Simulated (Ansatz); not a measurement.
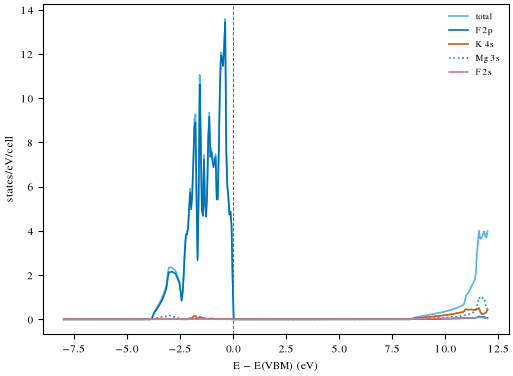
Figure. Total and projected density of states of KMgF3 (cubic perovskite, Pm-3m), the program Ansatz at the r²SCAN level (PAW)

Task: Which orbitals carry the states next to the gap?

Result: Top 1 eV of the valence band: F 2p 99 %. Bottom 1 eV of the conduction band: K 4s 53 %, Mg 3s 21 %, F 2s 19 %. Projections are on Löwdin-orthogonalised atomic valence shells; empty p or d shells of many metals are not among them.

Task: Where is the tallest occupied peak in this window, and what makes it?

Result: Near -0.4 eV, about 14 states/eV per cell; the largest projected share is F 2p.

The cell was relaxed with r²SCAN under the symmetry of its start.

Potentials: the earlier of the program's two PAW sets. The files were generated under PBE; for other functionals the program regenerates the frozen cores, and for LDA and PBEsol the local potential too.
